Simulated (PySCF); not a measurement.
## What a change does: excited-state calculation on C5H4FN

System: C5H4FN (4-fluoropyridine), SMILES Fc1ccncc1.
Method of run A: TDA CAM-B3LYP/def2-SVPD, vertical, gas phase, core orbitals frozen in the response (PySCF 2.14.0).

The geometry comes from this level: GFN2-xTB. Text and figures count atoms from 1; the logs count them from 0 in places.

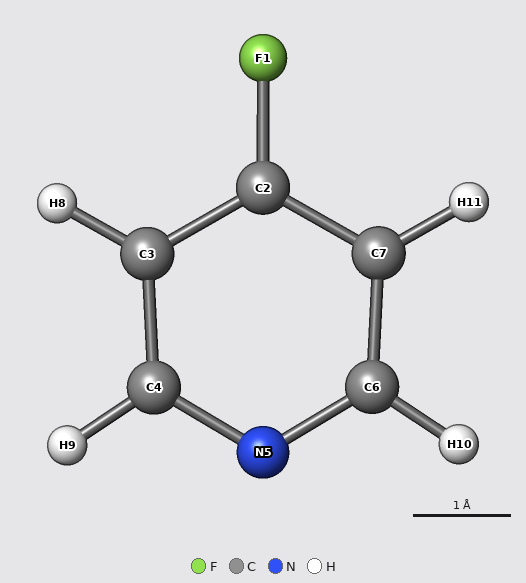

Fig. 1: The input geometry (ball-and-stick view, seen on its broad side; atoms are numbered from 1 in the order of the input). Bond lengths as drawn: C–C 1.38 to 1.39 Å, C–F 1.34 Å, C–H 1.08 Å and C–N 1.32 Å.

## Input, run A
```
{"job": {"kind": "uv", "xc": "CAM-B3LYP", "basis": "def2-SVPD", "nstates": 4, "ntriplets": 0, "tda": true}, "charge": 0, "multiplicity": 1}
F     -0.831638     2.340835     0.092057
C     -0.380808     1.075208     0.037188
C     -1.284566     0.028717    -0.024040
C     -0.755582    -1.252397    -0.078780
N      0.539991    -1.508968    -0.074589
C      1.382255    -0.493373    -0.015705
C      0.981950     0.833380     0.042539
H     -2.346284     0.212723    -0.028545
H     -1.404071    -2.116441    -0.128515
H      2.431725    -0.754286    -0.015348
H      1.688726     1.645284     0.089884
```

The first line tells a small driver script what to run in PySCF; the rest is the geometry in Å.

Launched with:
```bash
OMP_NUM_THREADS=1 python <driver script> task.json out
```

Hardware: 1 CPU thread, shared host.

## Output (run A)
```
coarse grid: 10064 points
cycle   1  E = -347.0106960360  dE =  1.449e+00  |g| = 5.249e-01  |ddm| = 7.862e+00
cycle   2  E = -346.9962190368  dE =  1.448e-02  |g| = 6.387e-01  |ddm| = 3.865e+00
cycle   3  E = -347.0705092380  dE = -7.429e-02  |g| = 6.610e-02  |ddm| = 2.524e+00
cycle   4  E = -347.0712656170  dE = -7.564e-04  |g| = 3.585e-02  |ddm| = 3.189e-01
cycle   5  E = -347.0715790981  dE = -3.135e-04  |g| = 7.880e-03  |ddm| = 1.637e-01
cycle   6  E = -347.0715924776  dE = -1.338e-05  |g| = 3.503e-03  |ddm| = 3.597e-02
cycle   7  E = -347.0715948834  dE = -2.406e-06  |g| = 4.912e-04  |ddm| = 1.201e-02
final grid: 100128 points
cycle   8  E = -347.1290221497  dE = -2.824e-05  |g| = 3.445e-03  |ddm| = 1.278e-01
cycle   9  E = -347.1290216752  dE =  4.745e-07  |g| = 4.132e-03  |ddm| = 2.204e-02
cycle  10  E = -347.1290247359  dE = -3.061e-06  |g| = 3.744e-04  |ddm| = 8.023e-03
cycle  11  E = -347.1290247624  dE = -2.642e-08  |g| = 1.338e-04  |ddm| = 1.055e-03
cycle  12  E = -347.1290247665  dE = -4.116e-09  |g| = 3.718e-05  |ddm| = 4.877e-04
cycle  13  E = -347.1290247668  dE = -2.993e-10  |g| = 1.639e-05  |ddm| = 2.698e-04
converged SCF energy = -347.1290247668

Static polarisability (au): isotropic 61.169, principal 37.991 71.890 73.627

Singlet excitations
state   eV       nm        f      main configurations
  1   5.3417    232.1   0.00000   H->L 0.99
  2   5.3841    230.3   0.00547   H->L+1 0.97
  3   5.8396    212.3   0.00878   H-1->L+1 0.54, H-2->L 0.45
  4   6.7462    183.8   0.01129   H-1->L 0.56, H-2->L+1 0.40
```

For run B the input was changed thus:
```diff
-F     -0.831638     2.340835     0.092057
-C     -0.380808     1.075208     0.037188
-C     -1.284566     0.028717    -0.024040
-C     -0.755582    -1.252397    -0.078780
-N      0.539991    -1.508968    -0.074589
-C      1.382255    -0.493373    -0.015705
-C      0.981950     0.833380     0.042539
-H     -2.346284     0.212723    -0.028545
-H     -1.404071    -2.116441    -0.128515
-H      2.431725    -0.754286    -0.015348
-H      1.688726     1.645284     0.089884
+F     -2.488628    -0.329381    -7.009644
+C     -2.950196     0.005589    -5.818468
+C     -2.516930     1.182823    -5.123106
+C     -3.196818     1.466484    -3.927332
+N     -4.293919     0.842475    -3.446086
+C     -4.750796    -0.067596    -4.231367
+C     -4.186959    -0.512925    -5.430115
+H     -1.691315     1.723244    -5.514974
+H     -2.709631     2.351088    -3.489713
+H     -5.625615    -0.552399    -3.961980
+H     -4.842043    -1.224812    -6.093811
```

Predict how the results change.

With the same method and basis, run B lies 17.9 kcal/mol higher. The HOMO goes from −9.16 to −9.11 eV. The LUMO goes from 0.23 to −0.08 eV. The dipole moment goes from 0.60 to 0.99 D. The lowest excitation goes from 5.34 to 5.42 eV. The strongest computed line goes from 6.75 to 5.52 eV. The number of SCF iterations is the same.

## Output (run B)
```
coarse grid: 10064 points
cycle   1  E = -346.9823443785  dE =  1.387e+00  |g| = 5.155e-01  |ddm| = 6.378e+00
cycle   2  E = -346.9675893331  dE =  1.476e-02  |g| = 6.276e-01  |ddm| = 2.570e+00
cycle   3  E = -347.0411875255  dE = -7.360e-02  |g| = 6.496e-02  |ddm| = 1.613e+00
cycle   4  E = -347.0418977302  dE = -7.102e-04  |g| = 3.849e-02  |ddm| = 2.232e-01
cycle   5  E = -347.0422568060  dE = -3.591e-04  |g| = 8.358e-03  |ddm| = 1.298e-01
cycle   6  E = -347.0422728678  dE = -1.606e-05  |g| = 3.207e-03  |ddm| = 2.388e-02
cycle   7  E = -347.0422750210  dE = -2.153e-06  |g| = 5.246e-04  |ddm| = 8.133e-03
final grid: 100128 points
cycle   8  E = -347.1005225808  dE = -2.636e-05  |g| = 3.362e-03  |ddm| = 7.234e-02
cycle   9  E = -347.1005219250  dE =  6.558e-07  |g| = 4.087e-03  |ddm| = 1.617e-02
cycle  10  E = -347.1005249533  dE = -3.028e-06  |g| = 3.362e-04  |ddm| = 6.725e-03
cycle  11  E = -347.1005249756  dE = -2.226e-08  |g| = 1.448e-04  |ddm| = 1.132e-03
cycle  12  E = -347.1005249806  dE = -4.974e-09  |g| = 5.961e-05  |ddm| = 5.526e-04
cycle  13  E = -347.1005249814  dE = -8.843e-10  |g| = 1.483e-05  |ddm| = 2.152e-04
converged SCF energy = -347.1005249814

Static polarisability (au): isotropic 62.603, principal 38.918 72.910 75.980

Singlet excitations
state   eV       nm        f      main configurations
  1   5.4249    228.5   0.00606   H-1->L 0.89
  2   5.5209    224.6   0.02205   H->L 0.49, H-1->L+1 0.23, H-2->L+1 0.12
  3   5.6576    219.1   0.00753   H-1->L+1 0.69, H-2->L+1 0.19
  4   6.5004    190.7   0.01665   H->L+1 0.47, H-2->L 0.35, H->L 0.10
```

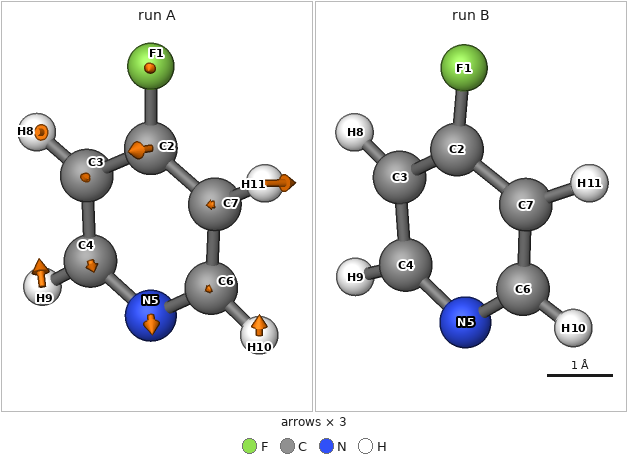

Fig. 2: The two input geometries at one scale (ball-and-stick view, seen at a tilt). The orange arrows on the first give the shifts of the atoms after the best rigid fit, magnified 3 times. The atom that moves furthest after the best rigid fit is H11 (0.21 Å). By element the largest moves are H 0.21 Å, C 0.18 Å, N 0.12 Å, F 0.06 Å. Among the contacts that change: C7–H11 1.077 → 1.173 Å, C2–C3 1.384 → 1.434 Å, C6–H10 1.081 → 1.036 Å, N5–C6 1.321 → 1.286 Å.

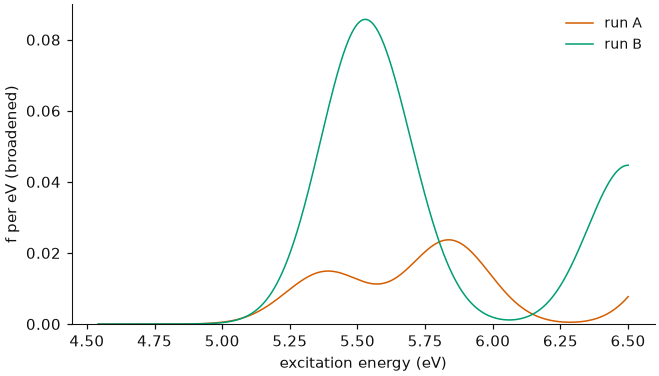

Fig. 3: Absorption of the two runs from their computed states, each broadened by a Gaussian of 0.35 eV full width; the range ends where the shorter list of states ends.

## The two runs side by side

```tsv
quantity	run A	run B
outcome	converged	converged
total energy (hartree)	−347.129025	−347.100525
HOMO (eV)	−9.16	−9.11
LUMO (eV)	0.23	−0.08
dipole moment (D)	0.60	0.99
lowest excitation (eV)	5.34	5.42
SCF iterations	13	13
strongest computed line (eV)	6.75	5.52
basis functions	175	175
wall time (shared host)	26 s	29 s
```
